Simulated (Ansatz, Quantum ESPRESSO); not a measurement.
# BaTiO3 (Barioperovskite): modes at Γ and the response to a field, part 2 of 5

Which modes does BaTiO3 (Barioperovskite) have at the zone centre?

Quantum ESPRESSO 7.5; DFT LDA, scalar-relativistic, plane waves, PseudoDojo norm-conserving pseudopotentials.

So far. Step 2 (A first look): A gap of 1.8 eV opens on this mesh, so the crystal is taken as an insulator; the start stands at -8.3 GPa. Step 4 (Ground state): The cell stands at -0.033 GPa, close enough for phonons. The relaxed cell has a, b, c = 3.926, 5.593, 5.603 Å (conventional setting).

### 5. Zone-centre response

At q = 0 one unit cell holds all displacements; symmetry groups them into irreducible representations that are solved one by one. The response to a field gives ε∞ and the Born charges, which polar modes need.

ph.in

```
phonons
&INPUTPH
  prefix = 'x'
  outdir = './tmp'
  fildyn = 'g.dyn'
  tr2_ph = 1.0d-18
  epsil  = .true.
/
0.000000000000 0.000000000000 0.000000000000
```

Launch:

```bash
$ OMP_NUM_THREADS=1 mpirun -n 4 ph.x -nk 4 -in ph.in > ph.out
```

What it wrote:

```text
[banners, grids, parts of the stress and lines that vanish by symmetry left out]
[banner, memory and clock lines left out]
Program PHONON v.7.5

     ./tmp/x.save/

     IMPORTANT: XC functional enforced from input :
     Exchange-correlation= PW
                           (   1   4   0   0   0   0   0)
     Any further DFT definition will be discarded
     Please, verify this is what you really want

     G-vector sticks info

     Reading collected, re-writing distributed wavefunctions in ./tmp/

     Number and degeneracy of irreps per q-point
       N         xq(1)         xq(2)         xq(3)   N irreps
       1   0.000000000   0.000000000   0.000000000      15
     No degeneracy

     Calculation of q =    0.0000000   0.0000000   0.0000000

     phonons

     bravais-lattice index     =            0
     lattice parameter (alat)  =       7.4199  a.u.
     unit-cell volume          =     415.1441 (a.u.)^3
     number of atoms/cell      =            5
     number of atomic types    =            3
     kinetic-energy cut-off    =      84.0000  Ry
     charge density cut-off    =     336.0000  Ry
     convergence threshold     =      1.0E-18
     beta                      =       0.7000
     number of iterations used =            4
     Exchange-correlation= PW
                           (   1   4   0   0   0   0   0)

     celldm(1)=    7.41991  celldm(2)=    0.00000  celldm(3)=    0.00000
     celldm(4)=    0.00000  celldm(5)=    0.00000  celldm(6)=    0.00000

     crystal axes: (cart. coord. in units of alat)
               a(1) = (  1.0000  0.0000  0.0000 )
               a(2) = (  0.0000  0.7122  0.7135 )
               a(3) = (  0.0000 -0.7122  0.7135 )

     reciprocal axes: (cart. coord. in units 2 pi/alat)
               b(1) = (  1.0000  0.0000 -0.0000 )
               b(2) = ( -0.0000  0.7021  0.7008 )
               b(3) = (  0.0000 -0.7021  0.7008 )

     Atoms inside the unit cell:

     Cartesian axes

     site n.  atom      mass           positions (alat units)
        1  Ba    137.3270   tau(    1) = (    0.00000   -0.00000    0.00695  )
        2  Ti     47.8670   tau(    2) = (    0.50000   -0.00000    0.73513  )
        3  O      15.9990   tau(    3) = (    0.00000    0.00000    0.70421  )
        4  O      15.9990   tau(    4) = (    0.50000   -0.35184    1.05829  )
        5  O      15.9990   tau(    5) = (    0.50000    0.35184    1.05829  )

     Computing dynamical matrix for
                    q = (   0.0000000   0.0000000   0.0000000 )

      5 Sym.Ops. (with q -> -q+G )

     G cutoff =  468.5729  (  43223 G-vectors)     FFT grid: ( 45, 45, 45)
     number of k points=    52
                       cart. coord. in units 2pi/alat
        k(    1) = (   0.0000000   0.0000000   0.0000000), wk =   0.0092593
        k(    2) = (   0.0000000  -0.1170089   0.1168010), wk =   0.0370370
        k(    3) = (   0.0000000  -0.2340177   0.2336019), wk =   0.0370370
        [... further k-points left out ...]

     PseudoPot. # 1 for Ba read from file:
     ./pseudo/Ba.upf
     Pseudo is Norm-conserving + core correction, Zval = 10.0

     PseudoPot. # 2 for Ti read from file:
     ./pseudo/Ti.upf
     Pseudo is Norm-conserving + core correction, Zval = 12.0

     PseudoPot. # 3 for O  read from file:
     ./pseudo/O.upf
     Pseudo is Norm-conserving + core correction, Zval =  6.0

     Mode symmetry, C_2v (mm2)  point group:

     Electric field:
     Dielectric constant
     Born effective charges as d Force / d E

     Atomic displacements:
     There are   15 irreducible representations

     Representation     1      1 modes -  To be done

     Representation     2      1 modes -  To be done

     Representation     3      1 modes -  To be done

     Representation     4      1 modes -  To be done

[...]
Representation    14      1 modes -  To be done

     Representation    15      1 modes -  To be done

     Alpha used in Ewald sum =   2.8000

     Electric Fields Calculation

      iter #   1   av.it.:  10.0
      thresh= 1.000E-02 alpha_mix =  0.700 |ddv_scf|^2 =  1.470E-07

      [... iterations left out ...]
      iter #  17   av.it.:  17.7
      thresh= 1.062E-10 alpha_mix =  0.700 |ddv_scf|^2 =  3.982E-19

     End of electric fields calculation

          Dielectric constant in cartesian axis

          (       6.395646381       0.000000000       0.000000000 )
          (       0.000000000       6.240668542      -0.000000000 )
          (       0.000000000      -0.000000000       5.976686181 )

          Effective charges (d Force / dE) in cartesian axis without acoustic sum rule applied (asr)

           atom    1  Ba    Mean Z*:        2.77545
      Ex  (        2.75222       -0.00000        0.00000 )
      Ey  (        0.00000        2.79940        0.00000 )
      Ez  (        0.00000        0.00000        2.77472 )
           atom    2  Ti    Mean Z*:        6.67742
      Ex  (        7.06511        0.00000        0.00000 )
      Ey  (        0.00000        6.74932       -0.00000 )
      Ez  (        0.00000        0.00000        6.21782 )
           atom    3  O     Mean Z*:       -3.23969
      Ex  (       -5.59532        0.00000        0.00000 )
      Ey  (        0.00000       -2.05803       -0.00000 )
      Ez  (        0.00000       -0.00000       -2.06571 )
           atom    4  O     Mean Z*:       -3.10737
      Ex  (       -2.10760        0.00000        0.00000 )
      Ey  (        0.00000       -3.74831        1.63493 )
      Ez  (        0.00000        1.52198       -3.46622 )
           atom    5  O     Mean Z*:       -3.10737
      Ex  (       -2.10760       -0.00000        0.00000 )
      Ey  (        0.00000       -3.74831       -1.63493 )
      Ez  (        0.00000       -1.52198       -3.46622 )

          Effective charges Sum: Mean:       -0.00157
              0.00682        0.00000        0.00000
             -0.00000       -0.00592       -0.00000
              0.00000       -0.00000       -0.00561

          Effective charges (d Force / dE) in cartesian axis with asr applied:
           atom    1  Ba    Mean Z*:        2.77576
      E*x (        2.75086        0.00000        0.00000 )
      E*y (        0.00000        2.80058        0.00000 )
      E*z (        0.00000        0.00000        2.77584 )
           atom    2  Ti    Mean Z*:        6.67773
      E*x (        7.06375        0.00000       -0.00000 )
      E*y (       -0.00000        6.75050        0.00000 )
      E*z (       -0.00000        0.00000        6.21894 )
           atom    3  O     Mean Z*:       -3.23937
      E*x (       -5.59668        0.00000       -0.00000 )
      E*y (       -0.00000       -2.05684        0.00000 )
      E*z (       -0.00000       -0.00000       -2.06459 )
           atom    4  O     Mean Z*:       -3.10706
      E*x (       -2.10896        0.00000       -0.00000 )
      E*y (       -0.00000       -3.74712        1.63493 )
      E*z (       -0.00000        1.52198       -3.46510 )
           atom    5  O     Mean Z*:       -3.10706
[...]
Representation #   1 mode #   1

     Self-consistent Calculation

      iter #   1   av.it.:   9.6
      thresh= 1.000E-02 alpha_mix =  0.700 |ddv_scf|^2 =  2.036E-06

      [... iterations left out ...]
      iter #  16   av.it.:  17.0
      thresh= 1.664E-10 alpha_mix =  0.700 |ddv_scf|^2 =  6.152E-19

     End of self-consistent calculation

     Convergence has been achieved

     Representation #   2 mode #   2

     Self-consistent Calculation

[...]
[... iterations left out ...]
[...]
End of self-consistent calculation

     Convergence has been achieved

     Representation #   3 mode #   3

     Self-consistent Calculation

[...]
[... iterations left out ...]
[...]
End of self-consistent calculation

     Convergence has been achieved

     Representation #   4 mode #   4

     Self-consistent Calculation

[...]
End of self-consistent calculation

     Convergence has been achieved

[...]
Convergence has been achieved

[...]
Convergence has been achieved

[...]
Convergence has been achieved

[...]
Convergence has been achieved

[...]
Convergence has been achieved

[...]
Convergence has been achieved

[...]
Convergence has been achieved

[...]
Convergence has been achieved

[...]
Convergence has been achieved

     Representation #  14 mode #  14

     Self-consistent Calculation

[...]
[... iterations left out ...]
[...]
End of self-consistent calculation

     Convergence has been achieved

     Representation #  15 mode #  15

     Self-consistent Calculation

      iter #   1   av.it.:   7.8
      thresh= 1.000E-02 alpha_mix =  0.700 |ddv_scf|^2 =  2.552E-06

      [... iterations left out ...]
      iter #   9   av.it.:  15.4
      thresh= 5.064E-10 alpha_mix =  0.700 |ddv_scf|^2 =  3.565E-19

     End of self-consistent calculation

     Convergence has been achieved

     Number of q in the star =    1
     List of q in the star:
          1   0.000000000   0.000000000   0.000000000

          Dielectric constant in cartesian axis

          (       6.395646381       0.000000000       0.000000000 )
          (       0.000000000       6.240668542      -0.000000000 )
          (       0.000000000      -0.000000000       5.976686181 )

          Effective charges (d Force / dE) in cartesian axis without acoustic sum rule applied (asr)

           atom    1  Ba    Mean Z*:        2.77545
      Ex  (        2.75222       -0.00000        0.00000 )
      Ey  (        0.00000        2.79940        0.00000 )
      Ez  (        0.00000        0.00000        2.77472 )
           atom    2  Ti    Mean Z*:        6.67742
      Ex  (        7.06511        0.00000        0.00000 )
      Ey  (        0.00000        6.74932       -0.00000 )
      Ez  (        0.00000        0.00000        6.21782 )
           atom    3  O     Mean Z*:       -3.23969
      Ex  (       -5.59532        0.00000        0.00000 )
      Ey  (        0.00000       -2.05803       -0.00000 )
      Ez  (        0.00000       -0.00000       -2.06571 )
           atom    4  O     Mean Z*:       -3.10737
      Ex  (       -2.10760        0.00000        0.00000 )
      Ey  (        0.00000       -3.74831        1.63493 )
      Ez  (        0.00000        1.52198       -3.46622 )
           atom    5  O     Mean Z*:       -3.10737
      Ex  (       -2.10760       -0.00000        0.00000 )
      Ey  (        0.00000       -3.74831       -1.63493 )
      Ez  (        0.00000       -1.52198       -3.46622 )

          Effective charges Sum: Mean:       -0.00157
              0.00682        0.00000        0.00000
             -0.00000       -0.00592       -0.00000
              0.00000       -0.00000       -0.00561

          Effective charges (d Force / dE) in cartesian axis with asr applied:
           atom    1  Ba    Mean Z*:        2.77576
[...]
atom    2  Ti    Mean Z*:        6.67773
[...]
atom    3  O     Mean Z*:       -3.23937
[...]
atom    4  O     Mean Z*:       -3.10706
      E*x (       -2.10896        0.00000       -0.00000 )
      E*y (       -0.00000       -3.74712        1.63493 )
      E*z (       -0.00000        1.52198       -3.46510 )
           atom    5  O     Mean Z*:       -3.10706
      E*x (       -2.10896       -0.00000        0.00000 )
      E*y (       -0.00000       -3.74712       -1.63493 )
      E*z (       -0.00000       -1.52198       -3.46510 )

     Diagonalizing the dynamical matrix

     q = (    0.000000000   0.000000000   0.000000000 )

 **************************************************************************
     freq (    1) =      -2.128433 [THz] =     -70.996896 [cm-1]
     freq (    2) =       0.044441 [THz] =       1.482386 [cm-1]
     freq (    3) =       0.046817 [THz] =       1.561632 [cm-1]
     freq (    4) =       0.057137 [THz] =       1.905874 [cm-1]
     freq (    5) =       5.238865 [THz] =     174.749723 [cm-1]
     freq (    6) =       5.402438 [THz] =     180.205936 [cm-1]
     freq (    7) =       5.469754 [THz] =     182.451347 [cm-1]
     freq (    8) =       5.997985 [THz] =     200.071249 [cm-1]
     freq (    9) =       7.180740 [THz] =     239.523712 [cm-1]
     freq (   10) =       8.643652 [THz] =     288.321200 [cm-1]
     freq (   11) =       8.817178 [THz] =     294.109403 [cm-1]
     freq (   12) =       9.018045 [THz] =     300.809614 [cm-1]
     freq (   13) =      14.443316 [THz] =     481.777147 [cm-1]
     freq (   14) =      14.554122 [THz] =     485.473247 [cm-1]
     freq (   15) =      15.308554 [THz] =     510.638405 [cm-1]
 **************************************************************************

     Mode symmetry, C_2v (mm2)  point group:

     freq (   1-   1) =        -71.0  [cm-1]   --> B_2  D_4  S_4   I+R
     freq (   2-   2) =          1.5  [cm-1]   --> A_1  D_1  S_1   I+R
     freq (   3-   3) =          1.6  [cm-1]   --> B_1  D_3  S_3   I+R
     freq (   4-   4) =          1.9  [cm-1]   --> B_2  D_4  S_4   I+R
     freq (   5-   5) =        174.7  [cm-1]   --> B_1  D_3  S_3   I+R
     freq (   6-   6) =        180.2  [cm-1]   --> A_1  D_1  S_1   I+R
     freq (   7-   7) =        182.5  [cm-1]   --> B_2  D_4  S_4   I+R
     freq (   8-   8) =        200.1  [cm-1]   --> B_1  D_3  S_3   I+R
     freq (   9-   9) =        239.5  [cm-1]   --> A_1  D_1  S_1   I+R
     freq (  10-  10) =        288.3  [cm-1]   --> B_1  D_3  S_3   I+R
     freq (  11-  11) =        294.1  [cm-1]   --> A_2  D_2  S_2   R
     freq (  12-  12) =        300.8  [cm-1]   --> A_1  D_1  S_1   I+R
     freq (  13-  13) =        481.8  [cm-1]   --> B_2  D_4  S_4   I+R
     freq (  14-  14) =        485.5  [cm-1]   --> B_1  D_3  S_3   I+R
     freq (  15-  15) =        510.6  [cm-1]   --> A_1  D_1  S_1   I+R
```

Run time: 36 min. Hardware: 4 MPI ranks of Arm Neoverse V2, shared host; 2.4 h of CPU time.

This step gave:

```
miss of the charge sum rule                                       : 0.006810 e
largest acoustic frequency at the zone centre before the sum rule : 1.91 cm⁻¹
highest optical zone-centre mode (no LO-TO term)                  : 510.6 cm⁻¹
lowest optical zone-centre mode                                   : -71 cm⁻¹
mean high-frequency dielectric constant                           : 6.204
largest Born charge in size (third of the trace)                  : 6.677 e
```

Born charge (rows field, columns displacement), before the sum rule (e), principal values of the symmetric part by kind of site:

```
atom  atoms with these values    low  middle   high   mean
 Ba1                        1   2.75    2.77   2.80   2.78
 Ti2                        1   6.22    6.75   7.07   6.68
  O3                        1  -5.60   -2.07  -2.06  -3.24
  O4                        2  -5.19   -2.11  -2.02  -3.11
```

In full for O4:

```
-2.11  0.00  0.00
 0.00 -3.75  1.63
 0.00  1.52 -3.47
```

High-frequency dielectric tensor:

```
6.40 0.00 0.00
0.00 6.24 0.00
0.00 0.00 5.98
```

The acoustic modes at Γ come out as far as 1.9 cm⁻¹ from zero, where they should vanish, a small numerical error; the Born charges miss their sum rule by 0.0068 e, which is good. The lowest optical mode is imaginary, 71i cm⁻¹, an instability at this level and on this k mesh.

### 6. Modes with the sum rule

A rigid shift of the crystal must cost nothing, but grids and finite bases break this; the acoustic sum rule is imposed before the matrix is diagonalised again. With Born charges the intensities follow; a static dielectric tensor has no meaning with imaginary modes.

dynmat.in

```
&INPUT
  fildyn = 'g.dyn'
  asr    = 'crystal'
  fileig = 'dynmat.eig'
  lperm  = .true.
/
```

Launch:

```bash
$ dynmat.x -in dynmat.in > dynmat.out
```

What it wrote:

```text
[banner, memory and clock lines left out]
Program DYNMAT v.7.5

     Reading Dynamical Matrix from file g.dyn
     ...Force constants read
     ...epsilon and Z* read
     Acoustic Sum Rule: || Z*(ASR) - Z*(orig)|| =    4.755097E-03
     Acoustic Sum Rule: ||dyn(ASR) - dyn(orig)||=    7.085752E-05
     A direction for q was not specified:TO-LO splitting will be absent

     Polarizability (A^3 units)
     multiply by 0.365660 for Clausius-Mossotti correction
        26.414101    0.000000    0.000000
         0.000000   25.655416   -0.000000
         0.000000   -0.000000   24.363104

     IR activities are in (D/A)^2/amu units

# mode   [cm-1]    [THz]      IR
    1    -71.00   -2.1287   76.8992
    2     -0.00   -0.0000    0.0000
    3     -0.00   -0.0000    0.0000
    4      0.00    0.0000    0.0000
    5    174.73    5.2382   28.3139
    6    180.19    5.4021    7.3852
    7    182.44    5.4694    1.9762
    8    200.07    5.9979   41.9498
    9    239.52    7.1805   51.4420
   10    288.32    8.6436    0.1024
   11    294.11    8.8172    0.0000
   12    300.81    9.0180    0.0479
   13    481.77   14.4432    4.4414
   14    485.47   14.5541    7.2201
   15    510.64   15.3086    8.5164

Electronic dielectric permittivity tensor (relative, adimensional)
         6.395646    0.000000    0.000000
         0.000000    6.240669   -0.000000
         0.000000   -0.000000    5.976686

 ... with zone-center polar mode contributions
         9.117517    0.000000    0.000000
         0.000000   75.833460   -0.000000
         0.000000   -0.000000   46.101382

[end of the log left out, with the tail of the file of modes that dynmat.x writes under the same name]
```

It took 0.47 s on 1 thread.

Unit eigenvectors of the mass-weighted matrix after the sum rule; no LO-TO term. Modes at Γ, with each element's share of the kinetic energy (negative means imaginary):

```
mode  frequency (cm⁻¹)  Ba %  Ti %  O %
   1             -71.0     0    46   54
   2               0.0    59    21   21
   3               0.0    59    21   21
   4               0.0    59    21   21
   5             174.7    32     2   65
   6             180.2    40    20   40
   7             182.4    41    32   27
   8             200.1     9    77   15
   9             239.5     1    60   40
  10             288.3     0     0  100
  11             294.1     0     0  100
  12             300.8     0     0  100
  13             481.8     0     1   99
  14             485.5     0     0  100
  15             510.6     0     0  100
```

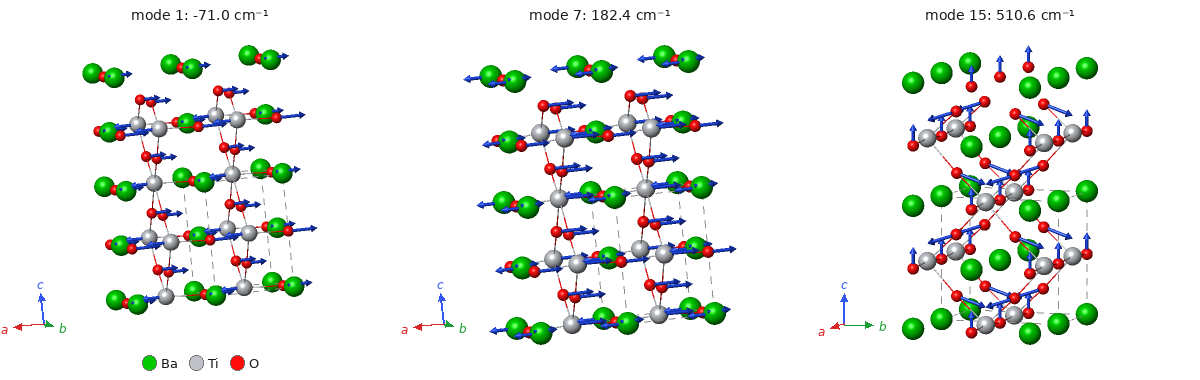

Displacement patterns of modes 1, 7 and 15 at Γ; arrows are exaggerated. 2×1×2 conventional cells are drawn. Some periodic images of atoms are drawn too.

Degenerate modes summed, no LO-TO term; imaginary modes left out. Infrared lines, with heights relative to the strongest:

```
position (cm⁻¹)  IR intensity, relative
            175                      55
            180                      14
            182                     3.8
            200                      82
            240                     100
            288                     0.2
            294                     0.0
            301                     0.1
            482                     8.6
            485                      14
            511                      17
```

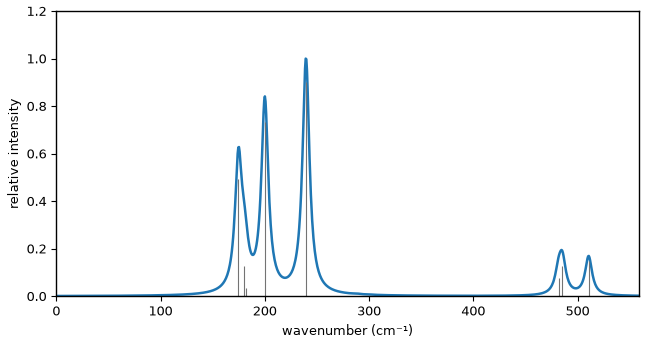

The infrared spectrum, broadened with Lorentzians of width 8 cm⁻¹; bars mark the lines.

The rule moves no optical mode by more than 0.1 cm⁻¹.

### 7. Sum rules set otherwise (asr simple)

The rule can be imposed in more than one way; the choices should agree where the raw error is small.

dynmat.in

```
&INPUT
  fildyn = 'g.dyn'
  asr    = 'simple'
  fileig = 'dynmat.eig'
  lperm  = .true.
/
```

Launch:

```bash
$ dynmat.x -in dynmat.in > dynmat.out
```

What it wrote:

```text
[banner, memory and clock lines left out]
Program DYNMAT v.7.5

     Reading Dynamical Matrix from file g.dyn
     ...Force constants read
     ...epsilon and Z* read
     A direction for q was not specified:TO-LO splitting will be absent
     Max |d(i,j)-d*(j,i)| =  0.000002
     Max |d(i,j)-d*(j,i)|/|d(i,j)|:   0.0048%

     Polarizability (A^3 units)
     multiply by 0.365660 for Clausius-Mossotti correction
        26.414101    0.000000    0.000000
         0.000000   25.655416   -0.000000
         0.000000   -0.000000   24.363104

     IR activities are in (D/A)^2/amu units

# mode   [cm-1]    [THz]      IR
    1    -71.00   -2.1285   76.8967
    2     -0.00   -0.0000    0.0000
    3     -0.00   -0.0000    0.0000
    4     -0.00   -0.0000    0.0000
    5    174.72    5.2381   28.3269
    6    180.19    5.4021    7.3872
    7    182.44    5.4693    1.9758
    8    200.07    5.9978   41.9397
    9    239.52    7.1805   51.4424
   10    288.32    8.6437    0.1021
   11    294.04    8.8150    0.0000
   12    300.81    9.0182    0.0476
   13    481.78   14.4434    4.4444
   14    485.45   14.5533    7.2175
   15    510.61   15.3077    8.5143

Electronic dielectric permittivity tensor (relative, adimensional)
         6.395646    0.000000    0.000000
         0.000000    6.240669   -0.000000
         0.000000   -0.000000    5.976686

 ... with zone-center polar mode contributions
         9.117587    0.000000    0.000000
         0.000000   75.841608    0.000000
         0.000000    0.000000   46.103701

[end of the log left out, with the tail of the file of modes that dynmat.x writes under the same name]
```

Elapsed: 0.47 s, on 1 thread.

Zone-centre frequencies as printed; negative means imaginary. Modes:

```
mode  frequency (cm⁻¹)
   1               -71
   2                 0
   3                 0
   4                 0
   5             174.7
   6             180.2
   7             182.4
   8             200.1
   9             239.5
  10             288.3
  11               294
  12             300.8
  13             481.8
  14             485.4
  15             510.6
```

Against the first rule no mode moves by more than 0.1 cm⁻¹.

(Continued in part 3 of 5.)

[Host names and launcher messages were left out of these logs when they were recorded.]

[Logs are printed without paths, hosts, clocks, repeated set-up lines and the standing remarks that a program may print on its own settings, such as how far it seeks lower states.]

[Hosts, paths, dates, database ids (printed as entryN), source tags and the programs' standing remarks are cut or masked in the printed files.]
